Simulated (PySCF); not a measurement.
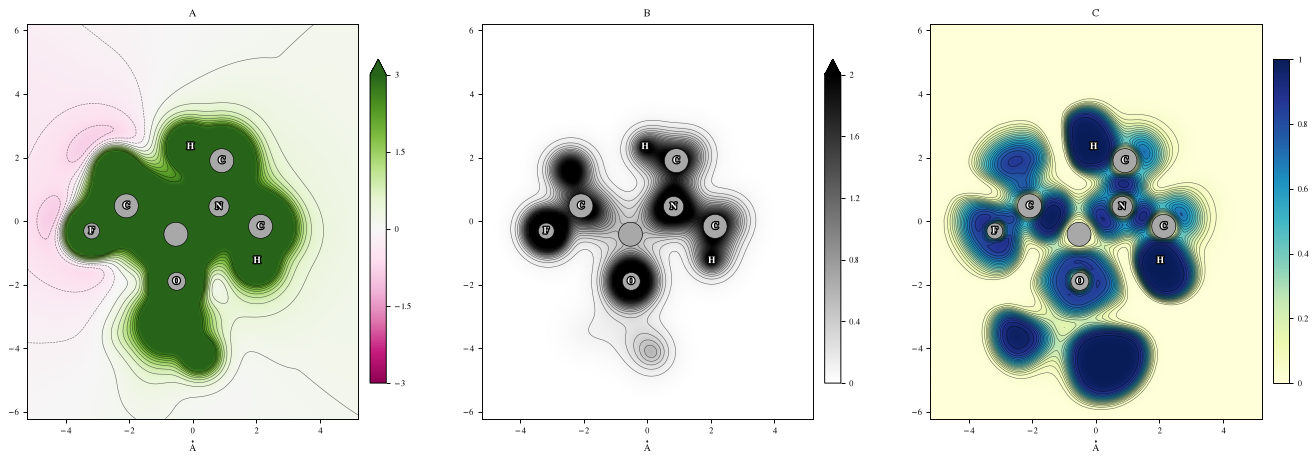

C3H10F3NOSi2: 3 fields on the plane of atoms C1, N2 and C3, with unlabelled colour scales. Grey discs cover the atomic cores.

Geometry: GFN2-xTB.

Level of theory: PBE0/pcSseg-1, SCF density, gas phase, non-relativistic in PySCF.

The panels show electron density, electron localisation function and electrostatic potential in some order. Assign them.

Panel A: electrostatic potential (strongly positive close to the atoms, with negative regions outside electron-rich atoms). Panel B: electron density. Panel C: electron localisation function. From the grid: C–F (1.35 Å): ρ at the midpoint is about 2.3 e/Å³, with its minimum of 1.8 e/Å³ about 0.5 Å from C; the ELF peaks at about 0.85 between the atoms, as expected for a shared but strongly polarised pair. C–N (1.45 Å): ρ is about 1.9 e/Å³ halfway; the ELF peaks at about 0.90 between the atoms; a shared electron pair.
